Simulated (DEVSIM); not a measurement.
Structure: Si p-n junction from an implanted or diffused profile, at 400 K.

| layer (left to right) | material | thickness (μm) | Nd (cm⁻³) | τn (s) | τp (s) |
|---|---|---|---|---|---|
| 1 | Si | 59.0 | 1.8e14 | 3.1e-6 | 3.1e-6 |

Added acceptor profile: 1.9e17 cm⁻³ × exp(−(x − 0 μm)²/(2·(0.034 μm)²)). Left contact: ohmic. Right contact: ohmic. Voltage is applied to the left contact. Recombination: SRH at mid-gap, Auger. Gap narrowing is on: ΔEg = 6.92 meV × (l + √(l² + 0.5)), l = ln(N/1.3e17 cm⁻³), shared equally by both band edges. Mobility is constant in doping.

The device is made up for the run: typed textbook-type constants, with dimensions and the other settings drawn at random. Values at 300 K; Nc and Nv go as T^1.5, mobilities as T to minus their exponent, the gap by Varshni's rule with the affinity fixed.

```tsv
parameter	Si
gap (eV)	1.124
affinity (eV)	4.05
permittivity	11.7
Nc (cm⁻³)	2.86e19
Nv (cm⁻³)	3.1e19
μn (cm²/Vs)	1417
μp (cm²/Vs)	470
T exponent of μn	2.3
T exponent of μp	2.2
Cn (cm⁶/s)	2.8e-31
Cp (cm⁶/s)	9.9e-32
Varshni α (eV/K)	0.000473
Varshni β (K)	636
```

Simulated with DEVSIM: 1D drift-diffusion, Boltzmann statistics, complete ionisation; no tunnelling, impact ionisation, image-force lowering or self-heating.

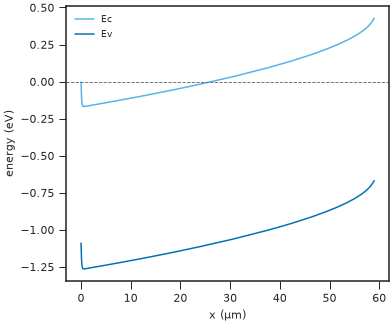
Figure. Band edges at 0.9 V on the left contact

Energies count from the Fermi level of the right contact; mesh points crowd at the junctions.

```csv
x (μm),Ec (eV),Ev (eV),n (cm⁻³),p (cm⁻³),field (V/cm)
0.000,-0.002,-1.091,2.2e8,1.9e17,-3100
0.02144,-0.011,-1.101,5.1e12,1.4e17,-6700
0.04621,-0.033,-1.127,1.7e13,6.7e16,-12000
0.07276,-0.065,-1.161,5.3e13,2.5e16,-12000
0.1088,-0.102,-1.198,1.7e14,8.3e15,-8100
0.1360,-0.121,-1.217,2.9e14,4.9e15,-5600
0.1638,-0.134,-1.230,4.4e14,3.3e15,-4000
0.2515,-0.156,-1.252,8.5e14,1.7e15,-1500
0.4178,-0.167,-1.263,1.2e15,1.2e15,-210
0.7955,-0.167,-1.264,1.3e15,1.1e15,52
1.653,-0.163,-1.259,1.3e15,1.1e15,58
4.756,-0.144,-1.240,1.3e15,1.1e15,60
10.64,-0.108,-1.204,1.2e15,1.0e15,63
24.01,-0.018,-1.114,1.0e15,8.6e14,73
46.49,0.183,-0.913,6.9e14,5.1e14,120
53.48,0.278,-0.818,5.0e14,3.3e14,170
56.57,0.339,-0.757,3.7e14,2.0e14,240
57.94,0.378,-0.718,2.8e14,1.1e14,360
58.66,0.409,-0.687,2.1e14,5.0e13,510
58.87,0.420,-0.676,1.9e14,2.3e13,550
58.95,0.425,-0.671,1.8e14,8.7e12,560
59.00,0.428,-0.669,1.8e14,1.8e11,570
```
